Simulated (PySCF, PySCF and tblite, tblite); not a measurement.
# C₄H₁₀BNO₂: a path driven as rotation about a bond, and NMR exchange, part 2 of 2

PySCF and tblite. Atoms count from 0.

## 8. Shieldings, saddle of leg 1: revPBE/pcSseg-1

Job settings and geometry (Å):

```
{"job": {"kind": "nmr", "xc": "revPBE", "basis": "pcSseg-1", "pop": false}, "charge": 0, "multiplicity": 1}
C     -2.715262    -0.938775     0.258860
O     -1.336101    -0.905083    -0.009139
B     -0.599831     0.147118    -0.334986
C     -1.099150     1.637668    -0.580419
N      0.856235    -0.151709    -0.455228
C      1.688370    -0.145690     0.613665
C      3.114869    -0.559453     0.299021
O      1.323725     0.182549     1.722758
H     -3.121562    -1.854150    -0.175774
H     -2.862231    -0.960443     1.340646
H     -3.236315    -0.072821    -0.154741
H     -0.453629     2.172843    -1.270752
H     -2.118913     1.702254    -0.952781
H     -1.064877     2.177545     0.364224
H      1.243701    -0.450302    -1.335574
H      3.534743     0.095208    -0.461648
H      3.715031    -0.493890     1.201602
H      3.131197    -1.582869    -0.069732
```

Output:

```text
coarse grid: 14864 points
cycle   1  E = -388.0801476660  dE =  9.476e-01  |g| = 1.152e+00  |ddm| = 3.667e+00
cycle   2  E = -386.2641674124  dE =  1.816e+00  |g| = 2.995e+00  |ddm| = 5.509e+00
cycle   3  E = -388.2158015462  dE = -1.952e+00  |g| = 7.493e-01  |ddm| = 5.221e+00
cycle   4  E = -388.3392234948  dE = -1.234e-01  |g| = 2.152e-01  |ddm| = 7.738e-01
cycle   5  E = -388.3449902960  dE = -5.767e-03  |g| = 1.218e-01  |ddm| = 1.961e-01
cycle   6  E = -388.3479947764  dE = -3.004e-03  |g| = 2.802e-02  |ddm| = 9.481e-02
cycle   7  E = -388.3481522440  dE = -1.575e-04  |g| = 1.155e-02  |ddm| = 2.893e-02
cycle   8  E = -388.3481767059  dE = -2.446e-05  |g| = 3.463e-03  |ddm| = 8.944e-03
cycle   9  E = -388.3481789574  dE = -2.252e-06  |g| = 4.923e-04  |ddm| = 3.078e-03
final grid: 143168 points
cycle  10  E = -388.4270846326  dE =  9.001e-07  |g| = 2.663e-02  |ddm| = 3.985e-02
cycle  11  E = -388.4263597346  dE =  7.249e-04  |g| = 6.670e-02  |ddm| = 6.307e-02
cycle  12  E = -388.4272006833  dE = -8.409e-04  |g| = 9.961e-03  |ddm| = 5.316e-02
cycle  13  E = -388.4272213301  dE = -2.065e-05  |g| = 1.711e-03  |ddm| = 8.377e-03
cycle  14  E = -388.4272218663  dE = -5.362e-07  |g| = 4.574e-04  |ddm| = 1.478e-03
cycle  15  E = -388.4272219125  dE = -4.623e-08  |g| = 9.501e-05  |ddm| = 5.169e-04
cycle  16  E = -388.4272219144  dE = -1.878e-09  |g| = 3.446e-05  |ddm| = 1.050e-04
cycle  17  E = -388.4272219146  dE = -2.360e-10  |g| = 1.252e-05  |ddm| = 3.116e-05
converged SCF energy = -388.4272219146

GIAO shielding tensors (ppm)
atom      isotropic    diamagn.    paramagn.     s11        s22        s33       span
  0 C      125.391     242.665    -117.274     97.365    101.304    177.504     80.139
  1 O      140.273     397.342    -257.068    -74.704    166.297    329.227    403.931
  2 B       57.177     197.422    -140.245     17.349     67.320     86.861     69.512
  3 C      181.938     254.836     -72.898    166.365    186.126    193.324     26.959
  4 N      119.306     331.475    -212.169     16.314    134.449    207.156    190.842
  5 C       16.526     247.293    -230.767    -65.875     29.090     86.363    152.238
  6 C      157.462     250.518     -93.056    127.498    153.944    190.944     63.445
  7 O      -95.232     405.492    -500.724   -378.206   -186.108    278.619    656.825
  8 H       27.589      27.840      -0.251     23.710     25.872     33.184      9.475
  9 H       27.561      28.862      -1.301     23.864     25.538     33.281      9.417
 10 H       27.525      29.344      -1.819     23.774     27.022     31.778      8.005
 11 H       31.274      32.819      -1.545     27.185     30.163     36.473      9.288
 12 H       31.252      31.671      -0.419     26.609     30.236     36.912     10.303
 13 H       31.131      32.495      -1.364     28.107     28.476     36.811      8.703
 14 H       27.326      37.133      -9.808     23.856     28.819     29.301      5.445
 15 H       29.733      29.343       0.390     26.317     29.465     33.416      7.099
 16 H       30.387      27.837       2.549     27.242     28.590     35.328      8.086
 17 H       29.740      29.529       0.210     26.406     29.345     33.468      7.062
```

Wall time 47 s (1 thread of Arm Neoverse V1, shared host); peak memory 0.76 GiB.

In short: HOMO -5.24 eV, LUMO -0.62 eV; dipole 3.66 D.

The fields below are evaluated on a grid from the run's orbitals.

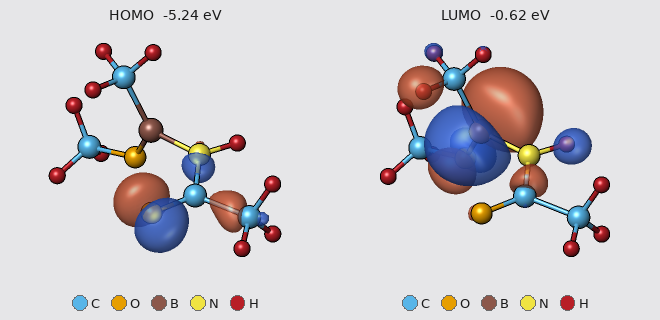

Frontier orbitals at revPBE/pcSseg-1; each surface holds 70 % of the orbital's density, blue and red mark the sign.

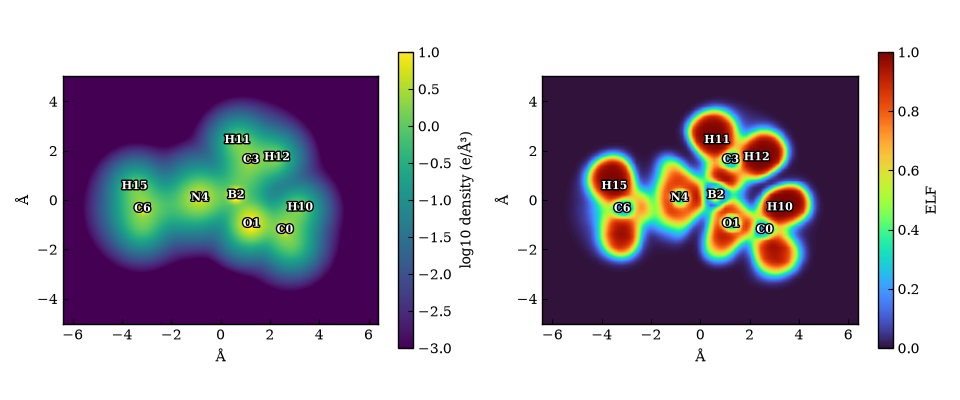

Density (left) and ELF (right) in a plane through or near 10 of the atoms.

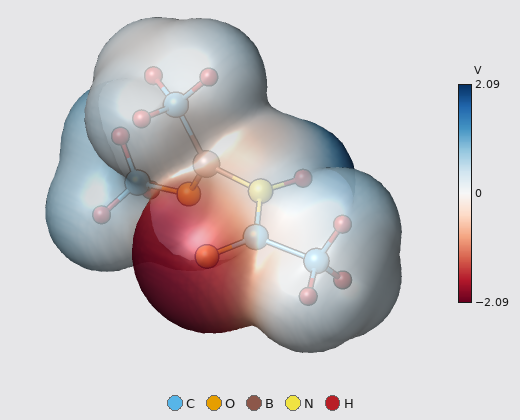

The potential that a unit positive charge feels on the 0.002 e/bohr³ surface, from the 1st to the 99th percentile, from -2.09 V near O7 to 1.65 V near H14.

## 9. Shieldings, end: revPBE/pcSseg-1

Job settings and geometry (Å):

```
{"job": {"kind": "nmr", "xc": "revPBE", "basis": "pcSseg-1", "pop": false}, "charge": 0, "multiplicity": 1}
C     -2.662114    -0.770882     0.468627
O     -1.261728    -0.720210     0.408810
B     -0.556714     0.302286    -0.079239
C     -1.192021     1.637374    -0.682419
N      0.883322     0.180351    -0.060680
C      1.646514    -0.867731     0.399277
C      3.138500    -0.621430     0.251330
O      1.192716    -1.878473     0.870419
H     -2.937701    -1.745501     0.872661
H     -3.054948     0.014452     1.121314
H     -3.105181    -0.651690    -0.524481
H     -0.446712     2.374511    -0.967205
H     -1.787053     1.415324    -1.566740
H     -1.864660     2.108426     0.031972
H      1.419390     0.952445    -0.429151
H      3.390499    -0.485069    -0.798357
H      3.425835     0.273007     0.800182
H      3.684732    -1.474378     0.642957
```

Output:

```text
coarse grid: 14864 points
cycle   1  E = -388.0837342476  dE =  9.598e-01  |g| = 1.165e+00  |ddm| = 3.657e+00
cycle   2  E = -385.8886059945  dE =  2.195e+00  |g| = 3.221e+00  |ddm| = 6.036e+00
cycle   3  E = -388.2356868565  dE = -2.347e+00  |g| = 7.208e-01  |ddm| = 5.766e+00
cycle   4  E = -388.3492733470  dE = -1.136e-01  |g| = 2.398e-01  |ddm| = 7.738e-01
cycle   5  E = -388.3575109476  dE = -8.238e-03  |g| = 1.143e-01  |ddm| = 2.077e-01
cycle   6  E = -388.3600373544  dE = -2.526e-03  |g| = 3.206e-02  |ddm| = 9.678e-02
cycle   7  E = -388.3602396108  dE = -2.023e-04  |g| = 1.079e-02  |ddm| = 2.900e-02
cycle   8  E = -388.3602602767  dE = -2.067e-05  |g| = 3.727e-03  |ddm| = 8.718e-03
cycle   9  E = -388.3602629928  dE = -2.716e-06  |g| = 4.881e-04  |ddm| = 3.220e-03
final grid: 143168 points
cycle  10  E = -388.4397613559  dE =  1.556e-06  |g| = 2.619e-02  |ddm| = 3.933e-02
cycle  11  E = -388.4390391728  dE =  7.222e-04  |g| = 6.636e-02  |ddm| = 6.138e-02
cycle  12  E = -388.4398747411  dE = -8.356e-04  |g| = 9.588e-03  |ddm| = 5.170e-02
cycle  13  E = -388.4398939363  dE = -1.920e-05  |g| = 1.510e-03  |ddm| = 7.683e-03
cycle  14  E = -388.4398943610  dE = -4.247e-07  |g| = 4.733e-04  |ddm| = 1.459e-03
cycle  15  E = -388.4398944089  dE = -4.793e-08  |g| = 9.063e-05  |ddm| = 4.912e-04
cycle  16  E = -388.4398944107  dE = -1.748e-09  |g| = 3.080e-05  |ddm| = 1.025e-04
cycle  17  E = -388.4398944109  dE = -1.896e-10  |g| = 1.193e-05  |ddm| = 2.877e-05
converged SCF energy = -388.4398944109

GIAO shielding tensors (ppm)
atom      isotropic    diamagn.    paramagn.     s11        s22        s33       span
  0 C      127.072     242.753    -115.681    101.354    102.385    177.477     76.122
  1 O      190.706     397.318    -206.613    -10.457    227.962    354.612    365.069
  2 B       67.830     198.010    -130.181     42.158     70.480     90.851     48.692
  3 C      184.041     255.270     -71.229    180.885    180.945    190.292      9.407
  4 N       98.798     329.906    -231.108    -40.852    140.821    196.423    237.275
  5 C       17.365     245.950    -228.585    -76.973     43.840     85.227    162.200
  6 C      155.878     251.129     -95.251    124.524    152.617    190.492     65.968
  7 O     -158.407     403.359    -561.766   -533.088   -253.692    311.560    844.648
  8 H       27.552      28.339      -0.787     23.426     26.104     33.127      9.701
  9 H       27.856      29.155      -1.300     24.228     25.954     33.386      9.158
 10 H       27.899      29.292      -1.393     24.208     26.167     33.321      9.113
 11 H       32.084      33.563      -1.479     27.928     30.790     37.535      9.607
 12 H       31.424      32.057      -0.632     27.545     29.525     37.203      9.658
 13 H       31.428      31.972      -0.544     27.352     29.837     37.096      9.744
 14 H       26.146      37.801     -11.655     21.758     25.277     31.402      9.644
 15 H       29.719      29.498       0.220     26.386     29.471     33.299      6.913
 16 H       29.739      29.455       0.284     26.368     29.541     33.309      6.941
 17 H       30.266      27.426       2.840     26.923     28.596     35.278      8.356
```

It took 39 s on 1 thread of Arm Neoverse V1, shared host; peak memory 0.76 GiB.

Key values: HOMO -5.23 eV, LUMO -0.79 eV; dipole 3.40 D.

## 10. Barriers, rates and exchange

Job settings and geometry (Å):

```
{"job": {"smiles": "COB(C)NC(C)=O", "charge": 0, "mult": 1, "motion": "rotation", "what": "aminoborane", "atoms": [2, 4], "drives": [{"terms": [["t", [1, 2, 4, 5], 0.25], ["t", [1, 2, 4, 14], 0.25], ["t", [3, 2, 4, 5], 0.25], ["t", [3, 2, 4, 14], 0.25]], "by": 180, "n": 12}], "flip": [2, 4], "study": "path", "level": {"kind": "nmr", "xc": "revPBE", "basis": "pcSseg-1"}, "fields": [60, 200, 700], "first": 0, "seed": 312, "kind": "path"}, "charge": 0, "multiplicity": 1}
C     -2.844795    -0.883188    -0.244455
O     -1.446400    -1.016496    -0.188132
B     -0.606719     0.025788     0.014689
C     -1.069038     1.527591     0.216481
N      0.772174    -0.400555     0.023478
C      1.927926     0.314780     0.194525
C      3.177513    -0.543050     0.128182
O      1.965435     1.507564     0.380737
H     -3.263333    -1.873503    -0.428763
H     -3.239035    -0.493622     0.697806
H     -3.142025    -0.208803    -1.051829
H     -0.228904     2.195754     0.363919
H     -1.632953     1.881252    -0.645608
H     -1.728236     1.620328     1.078472
H      0.908090    -1.392020    -0.121074
H      3.238089    -1.038570    -0.838494
H      4.053591     0.083717     0.266652
H      3.149862    -1.300650     0.908556
```

Output:

```text
stationary points (kcal/mol above the start)
  n  kind          group   xTB      DFT    lowest mode
  0  minimum      Cs       0.00     0.00      50.6
  1  saddle       C1       9.09    12.58     -91.9
  2  minimum      C1       3.12     4.36      40.8

GFN2-xTB energies: T/K, barrier G, reaction G (kcal/mol), k forward, k back (1/s)
 150.00     8.18     2.93       7.61   7.01e+04
 200.00     8.23     2.90   8.56e+03   6.29e+06
 250.00     8.29     2.87    5.9e+05   9.54e+07
 298.15     8.36     2.85   9.19e+06    5.6e+08
 350.00     8.46     2.82   7.65e+07    2.2e+09
 400.00     8.56     2.80   3.53e+08   5.94e+09
 500.00     8.78     2.75   3.02e+09   2.41e+10

revPBE/pcSseg-1 + D3(BJ) energies: T/K, barrier G, reaction G (kcal/mol), k forward, k back (1/s)
 150.00    11.67     4.17   6.27e-05       36.7
 200.00    11.72     4.14       1.32   2.18e+04
 250.00    11.78     4.11        525   1.03e+06
 298.15    11.85     4.08   2.54e+04   1.25e+07
 350.00    11.95     4.06   5.07e+05   8.65e+07
 400.00    12.05     4.03   4.37e+06    3.5e+08
 500.00    12.27     3.99      9e+07    2.5e+09
```

Wall time 2.7 min (1 thread of Arm Neoverse V1, shared host); peak memory 0.76 GiB. This counts the whole study up to here.

Barriers by level (kcal/mol; entropies in cal/(mol K)). Zero-point and thermal terms come from xTB in every row. ΔG‡ leaves symmetry out; the rate counts equivalent paths (a factor of 2); effective ΔG‡, where given, is the barrier that would give that rate by Eyring's equation alone:

| level | ΔE‡ | with zero-point | ΔH‡ | ΔS‡ | ΔG‡ (298 K) | ΔE of reaction | k at 298 K (1/s) | effective ΔG‡ |
| --- | --- | --- | --- | --- | --- | --- | --- | --- |
| GFN2-xTB | 9.09 | 8.17 | 7.98 | -1.3 | 8.36 | 3.12 | 9.2e+06 | 7.95 |
| revPBE/pcSseg-1 + D3(BJ) | 12.58 | 11.66 | 11.47 | -1.3 | 11.85 | 4.35 | 2.5e+04 | 11.44 |

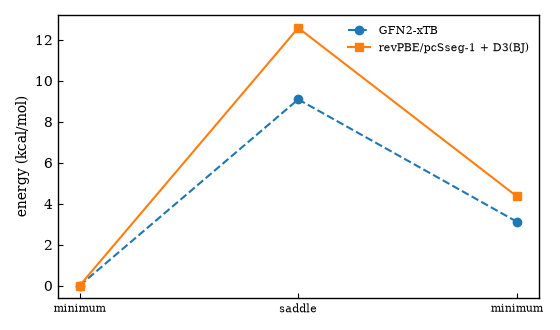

The xTB stationary points, at both levels.

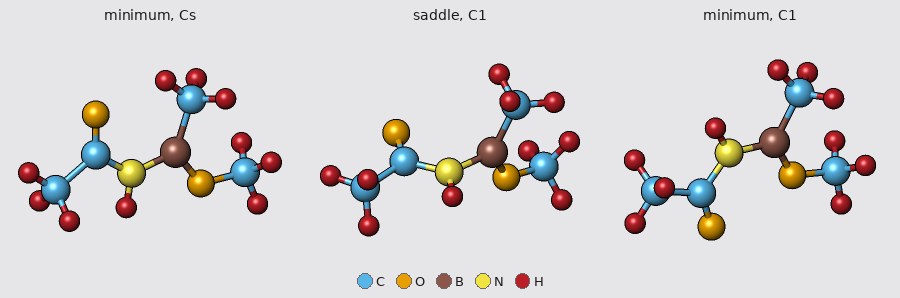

The stationary points in order.

Sites that the driver pairs across this motion, and where their lines would merge (no couplings; faster rotations or exchange between molecules can average them sooner):

| nucleus | sites: shielding (ppm) | proton frequency (MHz) | spread (Hz) | coalescence (K) | lines at 298 K |
| --- | --- | --- | --- | --- | --- |
| $^{17}$O | O7: -134.6; O7 (end): -158.4 | 700 | 2260 | not given | – |
| $^{17}$O | O1: 198.3; O1 (end): 190.7 | 700 | 717 | not given | – |
| $^{13}$C | C5: 13.9; C5 (end): 17.4 | 700 | 614 | not given | – |
| $^{11}$B | B2: 65.2; B2 (end): 67.8 | 700 | 580 | not given | – |
| $^{1}$H | H11, H12, H13: 30.91; H11, H12, H13 (end): 31.65 | 700 | 515 | not given | – |
| $^{13}$C | C3: 187.0; C3 (end): 184.0 | 700 | 513 | not given | – |
| $^{13}$C | C6: 155.4; C6 (end): 155.9 | 700 | 86 | not given | – |
| $^{1}$H | H14: 26.04; H14 (end): 26.15 | 700 | 78 | not given | – |

A dash: the driver gave no coalescence for this row (it judged the minor form too scarce).

Rows that set an atom against itself at the end compare its shielding in the two forms.

Lines of quadrupolar nuclei are broad, so their coalescence could hardly be seen.

## 11. Summary of results

This closing draws on all 2 parts.

| quantity | value |
| --- | --- |
| barrier (revPBE/pcSseg-1 + D3(BJ)) | ΔE‡ 12.6, ΔG‡(298 K) 11.8 kcal/mol |
| barrier (GFN2-xTB) | ΔE‡ 9.1 kcal/mol |
| rate at 298 K | 2.5e+04 s⁻¹ |
| end of the path | 4.3 kcal/mol from the start |

In words: The barrier is 12.6 kcal/mol at the DFT level (xTB: 9.1); with thermal terms and the count of paths the DFT value gives a rate of 2.5e+04 s⁻¹ at 298 K. An error of 1.4 kcal/mol changes that rate tenfold.
